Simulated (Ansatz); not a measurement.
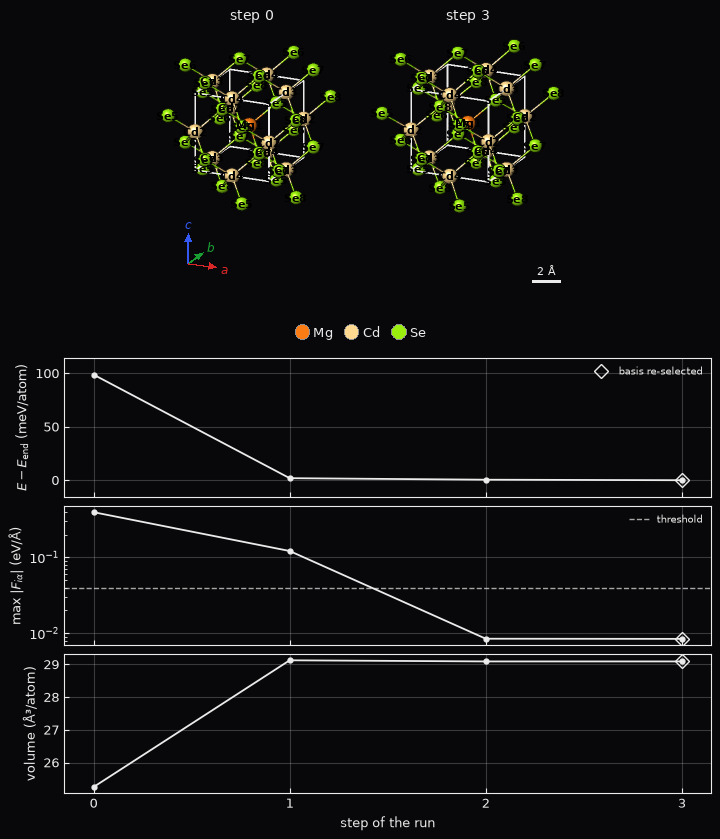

First and last geometry of a relaxation of solid MgCd₃Se₄ (a generated structure, set up in P-43m) (coarse preliminary run), with the history of the run. Style: ball-and-stick. Shown: the cell of the calculation, from a free direction.

Method: DFT PBE, scalar-relativistic, plane waves, PAW (Ansatz). (plane-wave cutoff 420 eV; k-point mesh 4 × 4 × 4; occupations gaussian; smearing width 0.1 eV; no spin polarisation; cell and atoms relaxed; force threshold 0.04 eV/Å; at most 70 steps)

> What do the curves and the structures tell?

It converged. After 2 accepted moves (3 points after the start) the energy has fallen by 98.8 meV per atom. Largest force component: 0.4 eV/Å at the start, 0.0084 eV/Å at the end. The pressure goes from 8.81 to −0.13 GPa. At 1 point the geometry stayed and the basis and grid were re-selected for the new cell (energy shift of 0.5 meV per atom at most each time). The largest moves relative to the cell, 0.055 Å, are those of Se5, Se6, Se7 and Se8. Se6 goes along [−1 1 1]. Mg and Cd stay in place. Cell: a = b = c 5.868 → 6.151 Å (+4.8 %). Volume +15.2 %. Some distances before and after: Cd2–Se5 2.541 → 2.682 Å, Mg1–Se5 2.541 → 2.609 Å. Bond angles that change, for instance: Se5–Cd3–Se7 109.5° → 111.7°. The space group stays P-43m (No. 215).
